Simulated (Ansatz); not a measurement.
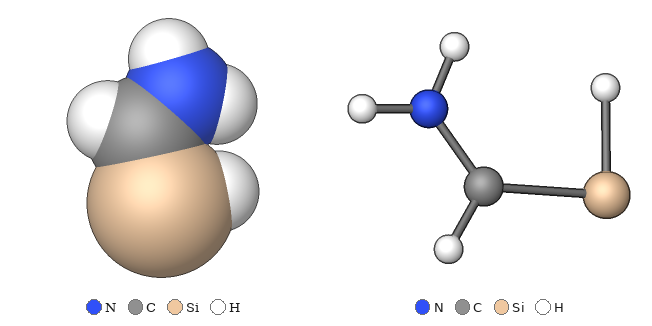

Both panels show the same species.

The species is neutral and a spin doublet. The computed structure is the end point of a PBE0-D4/def2-TZVP optimisation. No frequency run is at hand to confirm it as a minimum.

Describe the molecule.

Formula CH4NSi. The point group is Cs. It is an open-shell species. All atoms lie on one plane. Coordination: 1 N trigonal planar; 1 C trigonal planar; 1 Si bent.

The parts below concern this one geometry. Atoms keep their numbers from picture to picture.

**Geometry**

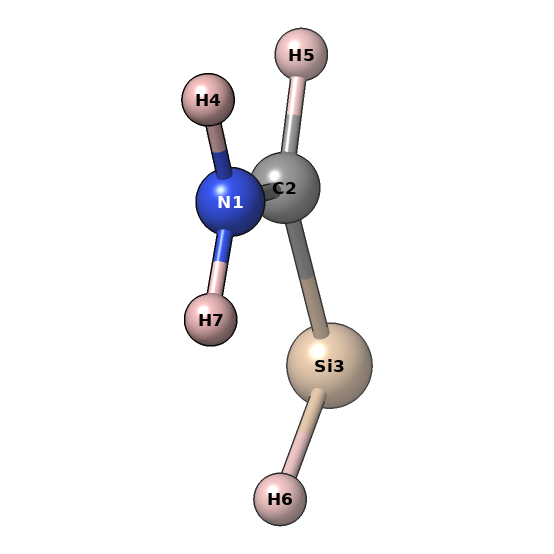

C2 lies behind N1. The molecule seen a little off the N1–C2 bond, N1 in front. Distant atoms are faded towards the background colour. No frequency run is at hand to confirm it as a minimum.

> What is the torsion angle H4–N1–C2–Si3? The sign is positive where the front bond must turn clockwise to cover the back bond.

180°, antiperiplanar (anti).

**Dipole moment**

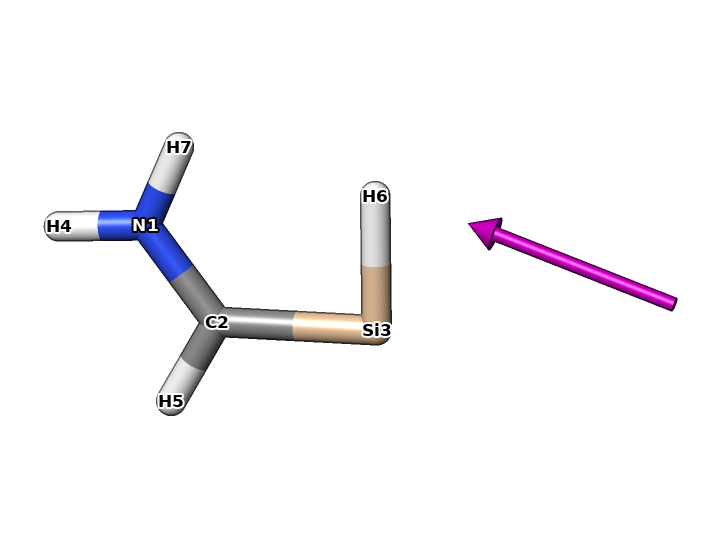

The arrow beside the molecule shows the direction of the dipole moment, from the negative to the positive end (its length means nothing). No frequency run is at hand to confirm it as a minimum. Method: UKS PBE0-D4/def2-TZVP (Ansatz 0.2.0).

> Estimate the dipole moment.

4.59 D; it points from the side of Si3 to the side of H4 (the outermost atoms at the two ends).

**Electronic properties**

No frequency run is at hand to confirm it as a minimum. Method: UKS PBE0-D4/def2-TZVPP (Ansatz 0.2.0).

> What is the dispersion correction?

−9.5 kJ/mol.

> Give the HOMO energy (Kohn–Sham orbital) at this level.

−5.48 eV.

> Give the ⟨S²⟩ of the determinant at this level.

0.755.

**Charges**

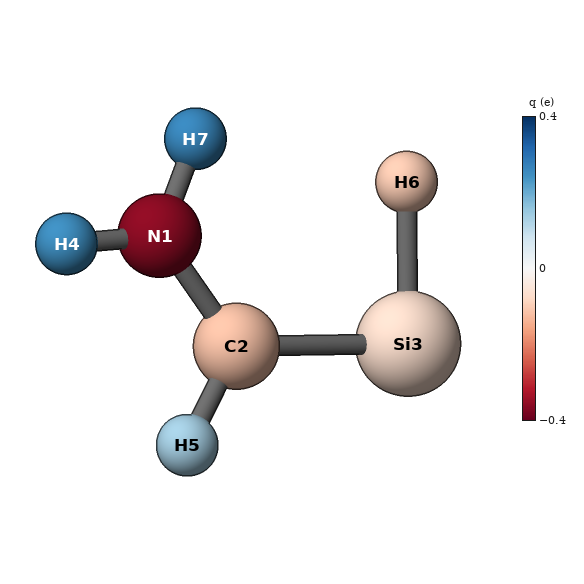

Atoms are coloured by their Mulliken charges. No frequency run is at hand to confirm it as a minimum. Level of theory: UKS PBE0-D4/def2-TZVP (Ansatz 0.2.0).

Give the Mulliken charges atom by atom.

```tsv
atom	value (e)
N1	−0.35
C2	−0.11
Si3	−0.07
H4	0.25
H5	0.13
H6	−0.10
H7	0.26
```

Mulliken values depend strongly on the basis set and can even reverse the polarity of a bond.
